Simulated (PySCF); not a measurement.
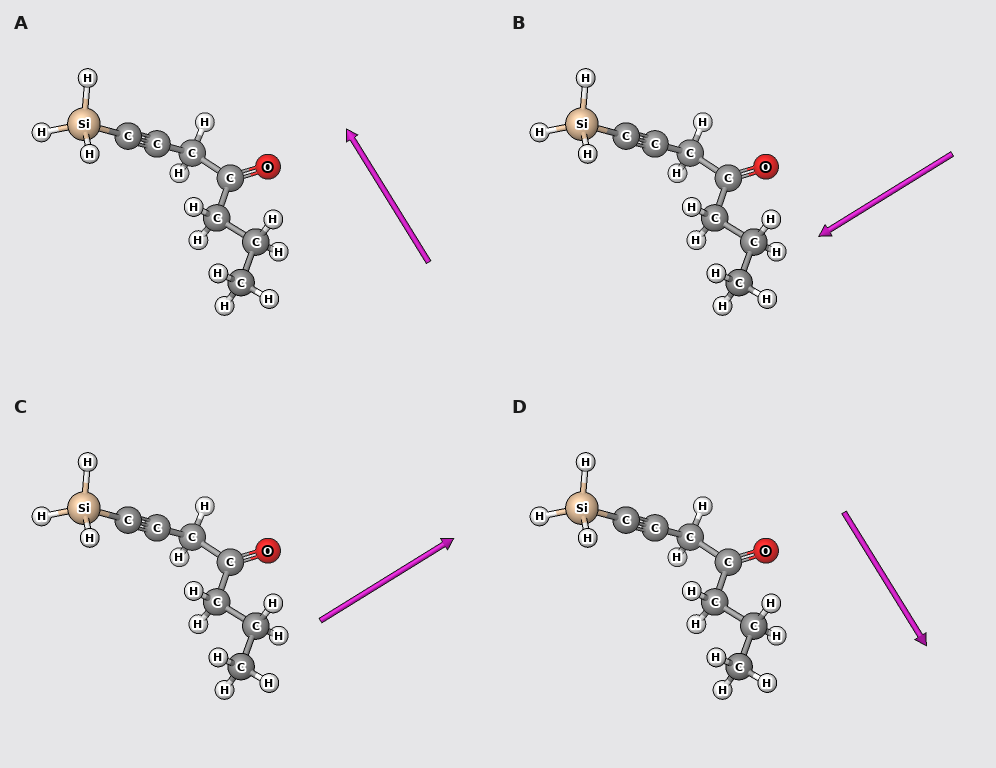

The same molecule four times, each with an arrow. The computed structure is the end point of a GFN2-xTB optimisation. No frequency run is at hand to confirm it as a minimum. Method: PBE0/pcSseg-1, gas phase (PySCF 2.14.0).

**Which arrow points along the dipole moment, from the negative to the positive end?**

B. The dipole moment is 2.21 D.

The geometry is semi-empirical. Around Si such bond lengths and angles can be off by a tenth of an ångström or more and by several degrees, and values that hang on the shape move with them.
